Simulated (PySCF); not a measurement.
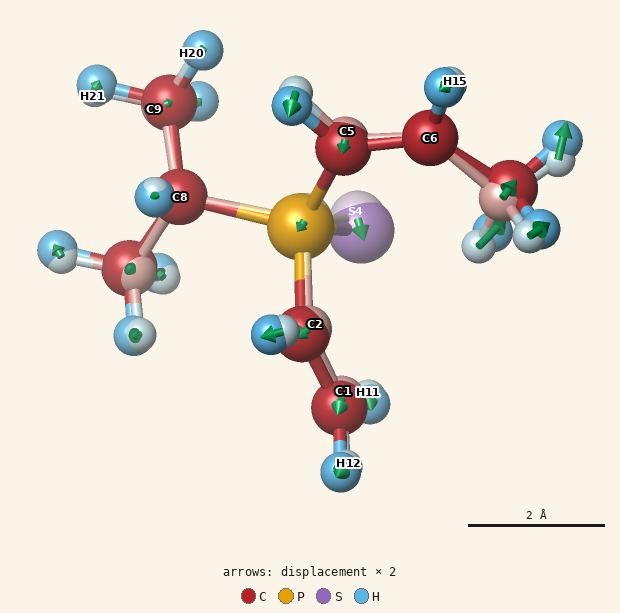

A relaxation of C₈H₁₅PS. The starting structure is drawn faded, the final one solid; green arrows show the displacements, magnified 2 times. The two geometries are superimposed by the best rigid fit.

Style: ball-and-stick. Shown at a tilt.

The start comes from GFN2-xTB. Its atoms were then displaced at random by about 0.01 Å.

These are results of PBE0-D3(BJ)/def2-SVP geometry optimisation, gas phase in PySCF, not measurements. 

Q: Which element moves most?

A: Hydrogen: up to 0.36 Å, against 0.20 Å for carbon.

Q: What did the optimiser do to the structure, and how much energy did it gain?

A: The largest move after the best rigid fit is that of an H atom, 0.36 Å. Largest moves by element: H 0.36 Å, C 0.20 Å, S 0.18 Å, P 0.10 Å. Among the contacts that change: C–P 1.900 → 1.850 Å, C–H 1.064 → 1.101 Å, C–C 1.296 → 1.333 Å, C–H 1.124 → 1.101 Å. Among the angles between lasting bonds that change: H–C–H 115.3° → 118.6°, C–C–H 122.5° → 119.6°, H–C–H 110.5° → 107.9°. The energy falls by 5.85 kcal/mol in 11 geometry steps.
